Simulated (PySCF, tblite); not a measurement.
# C7H11BBrN: excited states

Aim: compute the excited states of C7H11BBrN (`CB(C)c1ccc(Br)n1C`).

Programs: tblite 0.8.0 and PySCF 2.14.0, with routines of our own; each step states its level. All values are computed. Atoms count from 0.

## 1. The system as given

21 atoms, charge 0, multiplicity 1; geometry from: force field or distance geometry start.

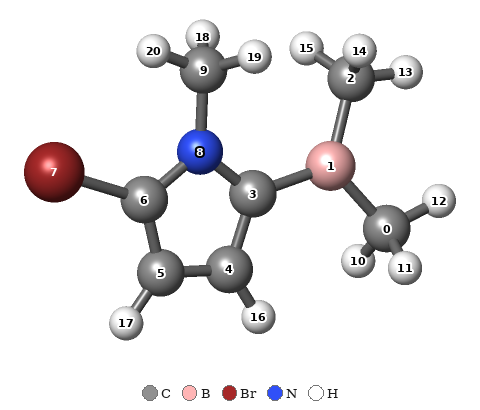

The starting geometry (carbon grey, boron pink, bromine red, nitrogen blue, hydrogen white).

## 2. Geometry optimisation with GFN2-xTB

Job settings and geometry (Å):

```
{"job": {"kind": "relax", "xc": "GFN2-xTB", "basis": "xTB"}, "charge": 0, "multiplicity": 1}
C     -2.252700    -1.330600     0.449700
B     -1.241500    -0.120900     0.201600
C     -1.746000     1.363200     0.449700
C      0.267800    -0.463200    -0.181700
C      0.761400    -1.767300    -0.185500
C      2.081400    -1.689800    -0.566200
C      2.359700    -0.351900    -0.766500
Br     4.077800     0.314700    -1.300000
N      1.261100     0.389600    -0.527400
C      1.160700     1.845100    -0.672100
H     -1.902100    -1.965300     1.283000
H     -2.337800    -1.942100    -0.471000
H     -3.276400    -0.945200     0.716100
H     -2.808000     1.361100     0.780100
H     -1.705700     1.953200    -0.495100
H     -1.151800     1.857000     1.247400
H      0.224600    -2.671500     0.042400
H      2.773100    -2.521600    -0.678100
H      0.922600     2.315500     0.305300
H      0.401100     2.101700    -1.427800
H      2.121600     2.285400    -1.017900
```

On the command line:

```console
$ OMP_NUM_THREADS=1 python excited_run.py task.json out
```

One launch serves the whole session: the jobs run in the order shown.

Standard output:

```text
step      E/eV     max force
  0    -784.39415    2.816
  1    -784.54998    0.669
  2    -784.59109    0.431
  3    -784.62004    0.325
  4    -784.62740    0.226
  5    -784.63292    0.192
  6    -784.63782    0.190
  7    -784.64247    0.150
  8    -784.64559    0.157
  9    -784.64748    0.083
 10    -784.64860    0.081
 11    -784.64942    0.073
 12    -784.65002    0.073
 13    -784.65044    0.063
 14    -784.65076    0.053
 15    -784.65105    0.053
 16    -784.65129    0.057
 17    -784.65149    0.039
 18    -784.65164    0.043
 19    -784.65175    0.033
 20    -784.65184    0.025
 21    -784.65191    0.023
 22    -784.65200    0.026
 23    -784.65209    0.028
 24    -784.65217    0.022
 25    -784.65223    0.023
 26    -784.65228    0.018
 27    -784.65232    0.017
 28    -784.65237    0.013
 29    -784.65241    0.013
 30    -784.65244    0.013
 31    -784.65247    0.014
 32    -784.65250    0.013
 33    -784.65252    0.010
 34    -784.65254    0.012
 35    -784.65257    0.018
 36    -784.65261    0.028
 37    -784.65267    0.031
 38    -784.65274    0.023
 39    -784.65280    0.017
 40    -784.65286    0.019
 41    -784.65293    0.031
 42    -784.65303    0.038
 43    -784.65314    0.036
 44    -784.65331    0.033
 45    -784.65354    0.043
 46    -784.65383    0.046
 47    -784.65406    0.032
 48    -784.65419    0.029
 49    -784.65429    0.025
 50    -784.65439    0.030
 51    -784.65451    0.032
 52    -784.65463    0.025
 53    -784.65473    0.027
 54    -784.65480    0.026
 55    -784.65491    0.031
 56    -784.65506    0.029
 57    -784.65521    0.028
 58    -784.65534    0.029
 59    -784.65547    0.034
 60    -784.65563    0.038
 61    -784.65575    0.028
 62    -784.65579    0.037
 63    -784.65591    0.019
 64    -784.65598    0.018
 65    -784.65607    0.017
 66    -784.65615    0.020
 67    -784.65623    0.016
 68    -784.65630    0.020
 69    -784.65639    0.027
 70    -784.65652    0.032
 71    -784.65667    0.031
 72    -784.65680    0.025
 73    -784.65691    0.021
 74    -784.65701    0.025
 75    -784.65711    0.020
 76    -784.65717    0.022
 77    -784.65722    0.014
 78    -784.65726    0.015
 79    -784.65731    0.017
 80    -784.65739    0.025
 81    -784.65750    0.029
 82    -784.65763    0.032
 83    -784.65779    0.027
 84    -784.65795    0.024
 85    -784.65809    0.023
 86    -784.65818    0.019
 87    -784.65824    0.015
 88    -784.65829    0.017
 89    -784.65834    0.024
 90    -784.65839    0.016
 91    -784.65845    0.014
 92    -784.65849    0.019
 93    -784.65857    0.021
 94    -784.65864    0.020
 95    -784.65870    0.016
 96    -784.65876    0.020
 97    -784.65884    0.023
 98    -784.65894    0.021
 99    -784.65904    0.022
100    -784.65912    0.023
101    -784.65920    0.021
102    -784.65927    0.018
103    -784.65935    0.017
104    -784.65943    0.018
105    -784.65949    0.024
106    -784.65954    0.023
107    -784.65961    0.015
108    -784.65968    0.013
109    -784.65973    0.012
110    -784.65978    0.014
111    -784.65983    0.016
112    -784.65989    0.017
113    -784.65998    0.017
114    -784.66008    0.020
115    -784.66019    0.024
116    -784.66031    0.029
117    -784.66044    0.032
118    -784.66058    0.038
119    -784.66073    0.028
120    -784.66098    0.031
121    -784.66110    0.032
122    -784.66126    0.029
123    -784.66140    0.030
124    -784.66163    0.036
125    -784.66196    0.036
126    -784.66230    0.042
127    -784.66252    0.038
128    -784.66270    0.035
129    -784.66294    0.040
130    -784.66329    0.032
131    -784.66362    0.027
132    -784.66383    0.027
133    -784.66398    0.027
134    -784.66410    0.020
135    -784.66422    0.022
136    -784.66432    0.025
137    -784.66440    0.021
138    -784.66450    0.022
139    -784.66462    0.025
140    -784.66477    0.025
141    -784.66491    0.031
142    -784.66505    0.029
143    -784.66516    0.021
144    -784.66524    0.016
145    -784.66528    0.017
146    -784.66532    0.013
147    -784.66535    0.013
148    -784.66538    0.009
```

Run time: 1.4 s. Hardware: 1 thread of Arm Neoverse V1, shared host.

The steps of the relaxation: (not every step is listed)

```
step  energy from step 0 (eV)  largest force (eV/Å)
   0                   0.0000                2.8162
   1                  -0.1558                0.6689
   2                  -0.1969                0.4306
   3                  -0.2259                0.3245
   4                  -0.2332                0.2256
   5                  -0.2388                0.1917
   6                  -0.2437                0.1904
   7                  -0.2483                0.1503
   8                  -0.2514                0.1574
  21                  -0.2578                0.0227
  34                  -0.2584                0.0116
  47                  -0.2599                0.0323
  60                  -0.2615                0.0380
  73                  -0.2628                0.0208
  86                  -0.2640                0.0194
  99                  -0.2649                0.0220
 112                  -0.2657                0.0170
 125                  -0.2678                0.0361
 138                  -0.2704                0.0221
 143                  -0.2710                0.0207
 144                  -0.2711                0.0157
 145                  -0.2711                0.0170
 146                  -0.2712                0.0129
 147                  -0.2712                0.0132
 148                  -0.2712                0.0095
```

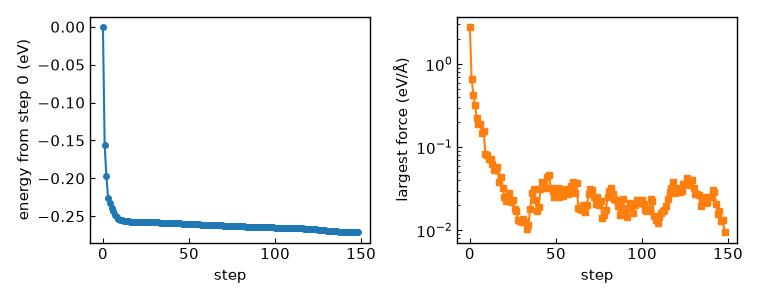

Energy and largest force along the relaxation.

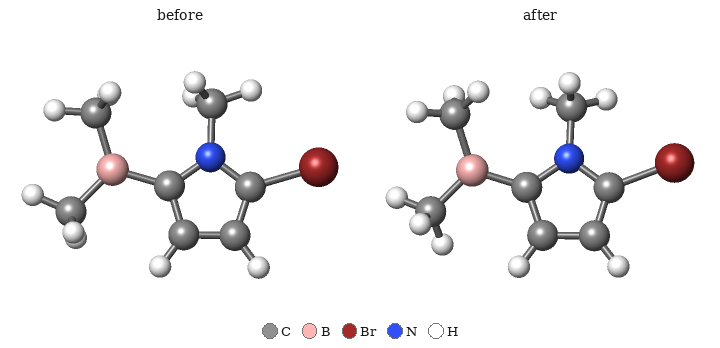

Before and after, at one scale.

Distances of close pairs at the start and the end, largest changes first:

```
  bond  before (Å)  after (Å)  change (Å)
 B1–C3       1.594      1.535      -0.059
C0–H12       1.126      1.088      -0.038
C6–Br7       1.919      1.883      -0.036
 N8–C9       1.466      1.436      -0.030
 C3–N8       1.354      1.382      +0.028
C2–H13       1.112      1.088      -0.024
C2–H14       1.115      1.091      -0.024
C2–H15       1.111      1.087      -0.023
```

The end geometry stands in the next job.

## 3. Harmonic vibrations with GFN2-xTB

Job settings and geometry (Å):

```
{"job": {"kind": "ir", "xc": "GFN2-xTB", "basis": "xTB"}, "charge": 0, "multiplicity": 1}
C     -2.286967    -1.285755     0.259210
B     -1.222762    -0.116418     0.190599
C     -1.694917     1.335692     0.615215
C      0.216991    -0.474582    -0.204360
C      0.763216    -1.757619    -0.177457
C      2.122717    -1.682347    -0.473570
C      2.378282    -0.348167    -0.696129
Br     4.026226     0.437745    -1.156644
N      1.250939     0.379283    -0.537803
C      1.154316     1.795126    -0.756437
H     -2.263188    -1.728538     1.255704
H     -2.103695    -2.092260    -0.445684
H     -3.304982    -0.933010     0.108279
H     -2.563484     1.296486     1.269418
H     -2.005699     1.906366    -0.260855
H     -0.931730     1.923017     1.119982
H      0.224742    -2.654010     0.056162
H      2.836857    -2.479773    -0.526303
H      1.325962     2.347723     0.171152
H      0.166413     2.038153    -1.138809
H      1.901842     2.109833    -1.485572
```

Standard output:

```text
mode    cm-1     km/mol
  1      45.3      0.90
  2      64.1      0.81
  3      92.8      0.45
  4     118.0      0.17
  5     139.7      0.84
  6     176.5      0.93
  7     206.2      1.35
  8     234.3      0.18
  9     244.8      0.28
 10     278.4      1.48
 11     304.7      0.66
 12     341.0      0.90
 13     375.0      2.62
 14     459.5      0.38
 15     552.5      4.53
 16     560.2      2.12
 17     620.2      0.17
 18     708.4      3.67
 19     725.3     14.03
 20     803.0     14.86
 21     826.7     16.30
 22     840.6      0.62
 23     866.5     24.55
 24     873.9    100.81
 25     884.4      8.20
 26    1005.0      9.54
 27    1051.9     38.92
 28    1097.8     40.53
 29    1102.8      0.82
 30    1125.2     97.27
 31    1151.8     24.79
 32    1225.5    133.63
 33    1346.6     20.39
 34    1367.6     82.70
 35    1385.7     34.99
 36    1391.8     34.76
 37    1404.5    248.33
 38    1411.9     23.95
 39    1439.6     16.41
 40    1460.1      6.95
 41    1470.4      3.64
 42    1489.6      0.56
 43    1499.3      4.59
 44    1503.0      3.51
 45    1513.5     17.79
 46    1517.8     50.36
 47    2966.9     15.13
 48    2989.7     14.61
 49    2995.3     38.39
 50    3009.7     16.65
 51    3027.5     10.73
 52    3032.8     77.96
 53    3037.5     20.83
 54    3043.4     32.40
 55    3054.1      5.27
 56    3168.5     15.59
 57    3179.3     14.91
```

It took 1 s on 1 thread of Arm Neoverse V1, shared host.

Which atoms move in the most intense modes:

```
cm⁻¹  km/mol                                  atoms
 874   100.8  B1 22 %, H14 14 %, H12 14 %, H10 13 %
1098    40.5            H17 24 %, H16 20 %, C6 13 %
1125    97.3                      B1 54 %, H16 14 %
1226   133.6    B1 29 %, N8 15 %, C4 13 %, H17 11 %
1368    82.7     N8 25 %, C5 19 %, C3 17 %, C4 17 %
1404   248.3     C5 29 %, C3 21 %, C4 19 %, C6 15 %
1518    50.4     C6 21 %, C4 17 %, C5 14 %, C3 14 %
3033    78.0           H12 59 %, H15 15 %, H13 14 %
```

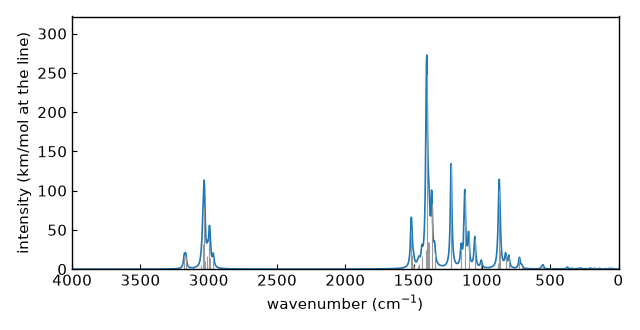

The infrared spectrum from these modes, unscaled. Lines are broadened to a width of 14 cm⁻¹ (Lorentzian).

## 4. Excited states: TDA B3LYP/def2-SVP

The job, as its differences from that of step 3:

```diff
@@ -1,2 +1,2 @@
-{"job": {"kind": "ir", "xc": "GFN2-xTB", "basis": "xTB"}, "charge": 0, "multiplicity": 1}
+{"job": {"kind": "states", "xc": "B3LYP", "basis": "def2-SVP", "tda": true, "soc": true, "nstates": 6, "ntriplets": 6, "nquad": 4}, "charge": 0, "multiplicity": 1}
 C     -2.286967    -1.285755     0.259210
```

Method: TDA B3LYP/def2-SVP excited states, vertical, gas phase, spin-orbit mean-field couplings.

Standard output:

```text
coarse grid: 81088 points
cycle   1  E = -2926.4915650049  dE =  3.520e-01  |g| = 6.220e-01  |ddm| = 5.115e+00
cycle   2  E = -2926.3723207552  dE =  1.192e-01  |g| = 9.167e-01  |ddm| = 1.691e+00
cycle   3  E = -2926.5883889221  dE = -2.161e-01  |g| = 1.943e-01  |ddm| = 1.145e+00
cycle   4  E = -2926.5977009981  dE = -9.312e-03  |g| = 4.397e-02  |ddm| = 2.508e-01
cycle   5  E = -2926.5981723406  dE = -4.713e-04  |g| = 1.231e-02  |ddm| = 6.393e-02
cycle   6  E = -2926.5982129673  dE = -4.063e-05  |g| = 3.813e-03  |ddm| = 2.049e-02
cycle   7  E = -2926.5982156011  dE = -2.634e-06  |g| = 1.290e-03  |ddm| = 4.655e-03
final grid: 172824 points
cycle   8  E = -2926.5982020573  dE =  1.055e-06  |g| = 2.448e-03  |ddm| = 5.186e-03
cycle   9  E = -2926.5981970840  dE =  4.973e-06  |g| = 5.008e-03  |ddm| = 7.994e-03
cycle  10  E = -2926.5982036092  dE = -6.525e-06  |g| = 2.698e-04  |ddm| = 5.393e-03
cycle  11  E = -2926.5982036250  dE = -1.586e-08  |g| = 2.836e-05  |ddm| = 2.830e-04
cycle  12  E = -2926.5982036252  dE = -2.051e-10  |g| = 5.069e-06  |ddm| = 3.835e-05
converged SCF energy = -2926.5982036252

Singlet excitations
state   eV       nm        f     d(h-e)  d(exc)  Lambda  PR(NTO)  |dmu|/D   mu/D   main configurations
  1   4.8398   256.2   0.49156   1.817   3.586   0.671   1.093    4.000    4.026   H->L 0.89
  2   5.1588   240.3   0.01050   1.853   3.375   0.518   1.013    5.069    4.976   H->L+1 0.98
  3   5.3429   232.1   0.05869   1.548   3.287   0.509   1.132    4.240    4.078   H-1->L 0.88
  4   5.9750   207.5   0.00365   1.245   3.097   0.480   1.011    4.359    4.771   H-3->L 0.96
  5   6.0322   205.5   0.00023   2.234   3.347   0.242   1.002                     H-1->L+1 0.99
  6   6.1897   200.3   0.00134   1.488   3.863   0.361   1.025                     H-2->L 0.73, H-5->L 0.23

Triplet excitations (Tamm-Dancoff)
state   eV     d(h-e)  d(exc)  Lambda  PR(NTO)   main configurations
  1   3.3054   1.021   3.096   0.680   1.016   H->L 0.95
  2   4.3126   1.264   3.013   0.500   1.013   H-1->L 0.95
  3   4.6573   1.737   3.261   0.517   1.004   H->L+1 0.98
  4   5.3690   0.225   2.850   0.689   1.097   H->L+2 0.82
  5   5.6138   1.093   2.968   0.483   1.067   H-3->L 0.91
  6   5.8767   0.179   3.154   0.447   1.029   H-5->L 0.55, H-2->L 0.35
S1 - T1 = 1.5345 eV

Spin-orbit couplings |<S|Hso|T>| (cm-1)
             T1       T2       T3       T4       T5       T6
S0       21.452    6.006  515.578   13.723    7.238   93.814
S1       12.785   13.479   65.712   12.330   25.910  183.146
S2      114.857   25.903    4.822  107.545   11.599   12.844
S3       18.959    7.502   31.887    4.104    6.373   42.741
S4       14.906    2.818    4.406    3.748    2.032   53.004
S5       15.581  100.403   24.634   13.557    5.732    3.294
S6      251.162   38.635   14.117    6.931   71.053   39.304
T1 sublevels (cm-1): 0.000 1.890 2.015   radiative rates (1/s): 19.7 12.1 17.6
```

It took 56 s on 1 thread of Arm Neoverse V1, shared host; peak memory 0.98 GiB.

Key values:

```
  quantity    value
S1 less T1  1.53 eV
```

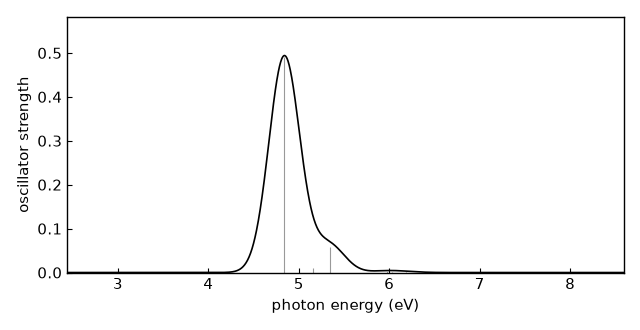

Absorption lines of the singlets. Lines are broadened to a width of 0.40 eV (Gaussian).

## 5. Outcome

| quantity | value |
| --- | --- |
| strongest single infrared mode (GFN2-xTB) | 1404 cm⁻¹, 248 km/mol |
| zero-point energy (GFN2-xTB) | 104.1 kcal/mol |
| S1 less T1 (step 4, TDA B3LYP/def2-SVP) | 1.53 eV |

**Reading.** No mode is imaginary among the 57: a minimum at this level. The strongest single mode, at 1404 cm⁻¹, is spread over several atoms, C5, C3, C4, C6 among them. Unscaled tight-binding wavenumbers are off by several per cent, some by more. Its intensities can rank the bands wrongly. Scalar relativity is left out for the heavy atoms. In step 4, the number of triplets below S1 is 3, and the largest singlet-triplet spin-orbit coupling is S0–T3, 515.58 cm⁻¹.
